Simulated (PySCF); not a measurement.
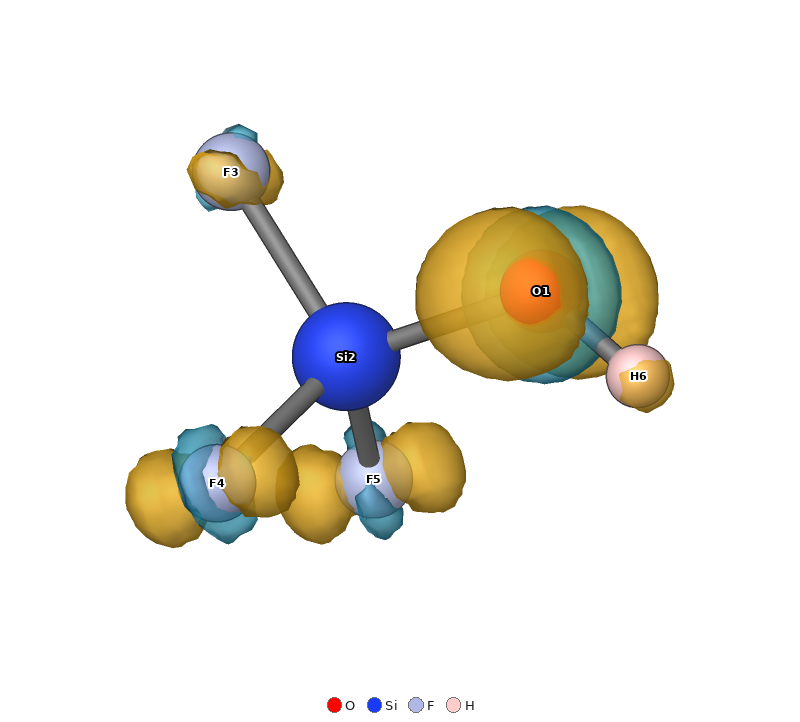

Figure 1: F3HOSi, SMILES `O[Si](F)(F)F`. Fukui function f⁻ = ρ(N) − ρ(N−1) at fixed geometry, surfaces at ±0.08 e/Å³ (yellow positive, teal negative).

PySCF calculation, B3LYP/def2-SVPD, gas phase; geometry: GFN2-xTB. No frequency check shows the geometry to be a minimum.

Geometry (Å), atoms numbered from 1:

```
O1      -1.6054   -0.0359    0.0015
Si2     -0.0179    0.0051    0.0000
F3       0.4220    1.5127   -0.0033
F4       0.6336   -0.7007   -1.2554
F5       0.6360   -0.6956    1.2570
H6      -2.1300   -0.8323    0.0023
```

### Which atoms respond most to the removal of an electron?

f⁻ (Hirshfeld-condensed) is largest on O1 (0.36); the vertical ionisation energy is 13.80 eV. Condensed values hint at sites of electrophilic attack but needn't mark the atom that reacts. Orbital relaxation makes it negative in places (0.18 e in all).

```json
{"atom": "O1", "f⁻": "+0.36", "charge": "−0.28"}
{"atom": "Si2", "f⁻": "+0.14", "charge": "+0.65"}
{"atom": "F3", "f⁻": "+0.10", "charge": "−0.18"}
{"atom": "F4", "f⁻": "+0.14", "charge": "−0.19"}
{"atom": "F5", "f⁻": "+0.14", "charge": "−0.19"}
{"atom": "H6", "f⁻": "+0.11", "charge": "+0.20"}
```
